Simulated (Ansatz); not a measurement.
# doublet [Si5H10]+: levels of theory compared

Wanted: a comparison of 6 runs (UHF/3-21G, UB3LYP/6-31G*, UBLYP/6-31G*, UPBE/6-31G*, UPBE0/6-31G*, UCCSD(T)/6-31G*) of doublet [Si5H10]+. 

The results are computed with Ansatz 0.2.0.

37 further runs of the same task are left out: 6 that didn't finish, 31 set aside as unsound or not needed.

## 1. Starting point

[Si5H10]+ has 15 atoms, charge +1, and is taken as a doublet. SMILES of the parent species: `[SiH2]1[SiH2][SiH2][SiH2][SiH2]1`. The coordinates come from a PBE0-D4/def2-TZVP relaxation. This is one conformer, not always the lowest. That shape belongs to the parent species and isn't relaxed for this state.

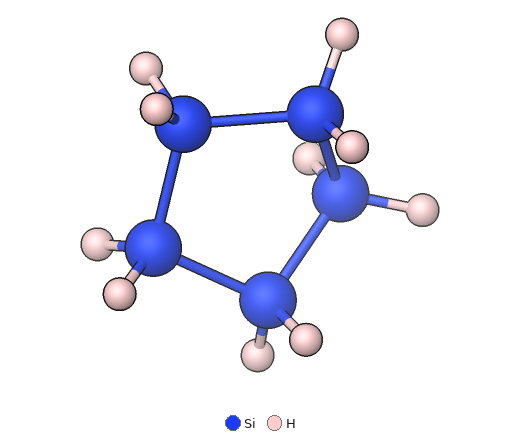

The structure, seen from a chosen angle (silicon blue, hydrogen pink).

## 2. The energy at UHF/3-21G (run 1)

The input, input.yaml:

```yaml
basis:
  gaussian:
    orbitals: 3-21G.json
crystal:
  periodic: [false, false, false]
  atoms:
    - symbol: Si
      position_ang: [-1.084060, 1.459050, 0.707660]
    - symbol: Si
      position_ang: [-0.059090, -0.250640, 1.935200]
    - symbol: Si
      position_ang: [1.685310, -0.847370, 0.493250]
    - symbol: Si
      position_ang: [0.606660, -0.977730, -1.585910]
    - symbol: Si
      position_ang: [-1.132210, 0.611030, -1.483210]
    - symbol: H
      position_ang: [-0.194180, 2.654660, 0.740620]
    - symbol: H
      position_ang: [-2.428560, 1.852980, 1.210560]
    - symbol: H
      position_ang: [0.385250, 0.161940, 3.294480]
    - symbol: H
      position_ang: [-1.000910, -1.399120, 2.063570]
    - symbol: H
      position_ang: [2.395090, -2.100510, 0.869400]
    - symbol: H
      position_ang: [2.671440, 0.270290, 0.461680]
    - symbol: H
      position_ang: [0.014450, -2.335600, -1.746080]
    - symbol: H
      position_ang: [1.530020, -0.729740, -2.727130]
    - symbol: H
      position_ang: [-0.952370, 1.690690, -2.492650]
    - symbol: H
      position_ang: [-2.436840, -0.059940, -1.741430]
total_charge: 1
magnetization:
  spin_polarized: true
  initial_magnetization: 1
hamiltonian:
  xc: hf
accuracy: high
output: {orbitals: {seedname: orbitals}}
```

The basis set 3-21G is read from a file made from the Basis Set Exchange's data (not shown).

On the command line:

```console
$ ansatz run input.yaml --threads 1 --pin off --max-ram 3480MiB --events-out events.jsonl --progress --plain --runs-dir runs
```

The log of the run:

```text
Warning: RAYON_NUM_THREADS=1 ignored (pool sized by the plan → 1); use --threads N
Functional definition: HF
  name "HF"
  exchange = exact_x
  correlation = 0
2093 factors; integrals over basis functions are off by at most 5.9e-9 eV
mean field evaluation 1: about -39249.5077 eV, gradient 1.0e1 eV
mean field evaluation 2: about -39249.5060 eV, gradient 1.0e1 eV
mean field evaluation 4: about -39250.7700 eV, gradient 1.0e0 eV
mean field evaluation 8: about -39250.8376 eV, gradient 1.0e-1 eV
mean field evaluation 16: about -39250.8386 eV, gradient 3.7e-8 eV
mean field evaluation 32: about -39249.8344 eV, gradient 7.6e0 eV
mean field evaluation 64: about -39250.7564 eV, gradient 5.4e-1 eV
mean field evaluation 96: about -39250.5087 eV, gradient 1.3e0 eV
mean field evaluation 128: about -39249.4727 eV, gradient 5.6e-1 eV
mean field evaluation 160: about -39250.8421 eV, gradient 2.4e-2 eV
mean field -39250.83857874 eV, -1442.4417125949 hartree, gradient 3.7e-8 eV, S^2 0.767458; 3 other end points of the search recorded, 0 dependent functions left out
reference -39250.83857874 eV, -1442.4417125949 hartree; 40, 39 occupied and 45, 46 virtual orbitals, 2093 factors
Total energy: -39250.83857874 eV, -1442.4417125949 hartree
```

Wall time 18 s (1 thread of Arm Neoverse V2, shared host); peak memory 0.44 GiB.

## 3. The energy at UB3LYP/6-31G(d) (spherical functions) (run 2)

The input, job.yaml:

```yaml
basis:
  gaussian:
    orbitals: 6-31G_st_-spherical.json
crystal:
  periodic: [false, false, false]
  atoms:
    - symbol: Si
      position_ang: [-1.084060, 1.459050, 0.707660]
    - symbol: Si
      position_ang: [-0.059090, -0.250640, 1.935200]
    - symbol: Si
      position_ang: [1.685310, -0.847370, 0.493250]
    - symbol: Si
      position_ang: [0.606660, -0.977730, -1.585910]
    - symbol: Si
      position_ang: [-1.132210, 0.611030, -1.483210]
    - symbol: H
      position_ang: [-0.194180, 2.654660, 0.740620]
    - symbol: H
      position_ang: [-2.428560, 1.852980, 1.210560]
    - symbol: H
      position_ang: [0.385250, 0.161940, 3.294480]
    - symbol: H
      position_ang: [-1.000910, -1.399120, 2.063570]
    - symbol: H
      position_ang: [2.395090, -2.100510, 0.869400]
    - symbol: H
      position_ang: [2.671440, 0.270290, 0.461680]
    - symbol: H
      position_ang: [0.014450, -2.335600, -1.746080]
    - symbol: H
      position_ang: [1.530020, -0.729740, -2.727130]
    - symbol: H
      position_ang: [-0.952370, 1.690690, -2.492650]
    - symbol: H
      position_ang: [-2.436840, -0.059940, -1.741430]
total_charge: 1
magnetization:
  spin_polarized: true
  initial_magnetization: 1
hamiltonian:
  xc: {name: B3LYP}
accuracy: high
output: {orbitals: {seedname: orbitals}}
```

The basis set 6-31G* is read from a file made from the Basis Set Exchange's data (not shown).

On the command line:

```console
$ ansatz run job.yaml --threads 1 --pin off --max-ram 3480MiB --events-out events.jsonl --progress --plain --runs-dir runs
```

The log of the run:

```text
Warning: RAYON_NUM_THREADS=1 ignored (pool sized by the plan → 1); use --threads N
Functional definition: B3LYP
  name "B3LYP"
  parameter a0 = 0.2
  parameter ax = 0.72
  parameter ac = 0.81
  exchange = (1 - a0 - ax)*slater_x + ax*b88_x + a0*exact_x
  correlation = (1 - ac)*vwn_rpa_c + ac*lyp_c
2592 factors; integrals over basis functions are off by at most 5.3e-9 eV
mean field evaluation 1: about -39540.6538 eV, gradient 1.2e1 eV
mean field evaluation 2: about -39541.0983 eV, gradient 9.7e0 eV
mean field evaluation 4: about -39541.8869 eV, gradient 8.5e-1 eV
mean field evaluation 8: about -39542.1532 eV, gradient 2.3e-1 eV
mean field evaluation 16: about -39542.1538 eV, gradient 1.0e-3 eV
mean field evaluation 32: about -39542.1538 eV, gradient 2.4e-6 eV
mean field evaluation 64: about -39542.0129 eV, gradient 1.5e0 eV
mean field -39542.15375467 eV, -1453.1473478497 hartree, gradient 6.1e-8 eV, S^2 0.754481; 7 other end points of the search recorded, 0 dependent functions left out
reference -39542.15381227 eV, -1453.1473499665 hartree; 40, 39 occupied and 70, 71 virtual orbitals, 2592 factors
Total energy: -39542.15381227 eV, -1453.1473499665 hartree
```

Run time: 1.9 min. Hardware: 1 thread of Arm Neoverse V2, shared host; peak memory 0.85 GiB.

Run 3 isn't shown in full; the table further down has it.

## 4. A single-point energy at UPBE/6-31G(d) (spherical functions) (run 4)

The input, in.yaml:

```yaml
crystal:
  periodic: [false, false, false]
  atoms:
    - {symbol: Si, position_ang: [-1.084060, 1.459050, 0.707660]}
    - {symbol: Si, position_ang: [-0.059090, -0.250640, 1.935200]}
    - {symbol: Si, position_ang: [1.685310, -0.847370, 0.493250]}
    - {symbol: Si, position_ang: [0.606660, -0.977730, -1.585910]}
    - {symbol: Si, position_ang: [-1.132210, 0.611030, -1.483210]}
    - {symbol: H, position_ang: [-0.194180, 2.654660, 0.740620]}
    - {symbol: H, position_ang: [-2.428560, 1.852980, 1.210560]}
    - {symbol: H, position_ang: [0.385250, 0.161940, 3.294480]}
    - {symbol: H, position_ang: [-1.000910, -1.399120, 2.063570]}
    - {symbol: H, position_ang: [2.395090, -2.100510, 0.869400]}
    - {symbol: H, position_ang: [2.671440, 0.270290, 0.461680]}
    - {symbol: H, position_ang: [0.014450, -2.335600, -1.746080]}
    - {symbol: H, position_ang: [1.530020, -0.729740, -2.727130]}
    - {symbol: H, position_ang: [-0.952370, 1.690690, -2.492650]}
    - {symbol: H, position_ang: [-2.436840, -0.059940, -1.741430]}
basis:
  gaussian: {orbitals: 6-31G_st_-spherical.json}
total_charge: 1
magnetization: {spin_polarized: true, initial_magnetization: 1}
hamiltonian: {xc: pbe}
accuracy: high
output: {orbitals: {seedname: orbitals}}
```

The basis set 6-31G* is read from a file made from the Basis Set Exchange's data (not shown).

On the command line:

```console
$ ansatz run in.yaml --threads 1 --pin off --max-ram 3480MiB --events-out events.jsonl --progress --plain --runs-dir runs
```

The log of the run:

```text
Warning: RAYON_NUM_THREADS=1 ignored (pool sized by the plan → 1); use --threads N
Functional definition: PBE
  name "PBE"
  parameter kappa = 0.804
  parameter beta = 0.06672455060314922
  exchange = pbe_x(kappa = kappa, mu = beta*pi^2/3)
  correlation = pbe_c(beta = beta)
2592 factors; integrals over basis functions are off by at most 5.3e-9 eV
mean field evaluation 1: about -39516.6410 eV, gradient 1.4e1 eV
mean field evaluation 2: about -39514.5837 eV, gradient 2.0e1 eV
mean field evaluation 4: about -39517.8319 eV, gradient 8.4e0 eV
mean field evaluation 8: about -39518.7051 eV, gradient 1.9e0 eV
mean field evaluation 16: about -39518.7174 eV, gradient 5.8e-3 eV
mean field evaluation 32: about -39518.6929 eV, gradient 1.2e0 eV
mean field evaluation 64: about -39518.6892 eV, gradient 2.3e-1 eV
mean field -39518.71742463 eV, -1452.2860786064 hartree, gradient 2.7e-8 eV, S^2 0.752464; 10 other end points of the search recorded, 0 dependent functions left out
reference -39518.71742998 eV, -1452.2860788031 hartree; 40, 39 occupied and 70, 71 virtual orbitals, 2592 factors
Total energy: -39518.71742998 eV, -1452.2860788031 hartree
```

Wall time 82 s (1 thread of Arm Neoverse V2, shared host); peak memory 0.51 GiB.

Run 5 isn't shown in full; the table further down has it.

## 5. The energy at UCCSD(T)/6-31G(d) (spherical functions) (run 6)

The input, run.yaml:

```yaml
crystal:
  periodic: [false, false, false]
  atoms:
    - {symbol: Si, position_ang: [-1.084060, 1.459050, 0.707660]}
    - {symbol: Si, position_ang: [-0.059090, -0.250640, 1.935200]}
    - {symbol: Si, position_ang: [1.685310, -0.847370, 0.493250]}
    - {symbol: Si, position_ang: [0.606660, -0.977730, -1.585910]}
    - {symbol: Si, position_ang: [-1.132210, 0.611030, -1.483210]}
    - {symbol: H, position_ang: [-0.194180, 2.654660, 0.740620]}
    - {symbol: H, position_ang: [-2.428560, 1.852980, 1.210560]}
    - {symbol: H, position_ang: [0.385250, 0.161940, 3.294480]}
    - {symbol: H, position_ang: [-1.000910, -1.399120, 2.063570]}
    - {symbol: H, position_ang: [2.395090, -2.100510, 0.869400]}
    - {symbol: H, position_ang: [2.671440, 0.270290, 0.461680]}
    - {symbol: H, position_ang: [0.014450, -2.335600, -1.746080]}
    - {symbol: H, position_ang: [1.530020, -0.729740, -2.727130]}
    - {symbol: H, position_ang: [-0.952370, 1.690690, -2.492650]}
    - {symbol: H, position_ang: [-2.436840, -0.059940, -1.741430]}
basis:
  gaussian:
    orbitals: 6-31G_st_-spherical.json
total_charge: 1
magnetization:
  spin_polarized: true
  initial_magnetization: 1
correlation:
  method: ccsd_t
  frozen_orbitals: {H: 0, Si: 5}
accuracy: high
scf:
  omitted_lower_state_checks: [cluster_reference, increment]
```

The basis set 6-31G* is read from a file made from the Basis Set Exchange's data (not shown).

On the command line:

```console
$ ansatz run run.yaml --threads 1 --pin off --max-ram 3480MiB --events-out events.jsonl --progress --plain --runs-dir runs
```

The log of the run:

```text
Warning: RAYON_NUM_THREADS=1 ignored (pool sized by the plan → 1); use --threads N
[... 15 lines left out ...]
25 core orbitals not correlated: weight in the atoms' cores, before any rotation towards them, 1.000 or more for the frozen orbitals, at most 0.000 for the correlated occupied ones
[... 50 lines left out ...]
Total energy: -39471.73065848 eV, -1450.5593467991 hartree
Checks for a lower state left out: cluster_reference, increment
```

It took 4.6 min on 1 thread of Arm Neoverse V2, shared host; peak memory 1.4 GiB.

## 6. The series

```
run                                  level  frozen core orbitals   energy (Eh)  HOMO energy (eV)  LUMO energy (eV)   ⟨S²⟩  wall time
  1                              UHF/3-21G                     –  -1442.441713            -14.34             -8.35  0.767       18 s
  2    UB3LYP/6-31G* (spherical functions)                     –  -1453.147350            -12.01            -10.97  0.754    1.9 min
  3     UBLYP/6-31G* (spherical functions)                     –  -1452.998837            -11.12                 –  0.752       80 s
  4      UPBE/6-31G* (spherical functions)                     –  -1452.286079            -11.33            -11.32  0.752       82 s
  5     UPBE0/6-31G* (spherical functions)                     –  -1452.436905            -12.23            -10.89  0.756    1.9 min
  6  UCCSD(T)/6-31G* (spherical functions)                    25  -1450.559347                 –                 –  0.775    4.6 min
```

## 7. Summary of results

| quantity | value |
| --- | --- |
| run 6: total energy | -1450.55935 Eh |
| run 6: correlation energy (25 core orbitals frozen) | -494.8 mEh |
| run 6: (T) correction | -18.04 mEh |
| run 6: ⟨S²⟩ of the reference determinant | 0.775 |
| run 6: T1 diagnostic | 0.034 |

In words: Totals of different functionals can't be ranked against each other. All runs together took 11 min, the longest 4.6 min.
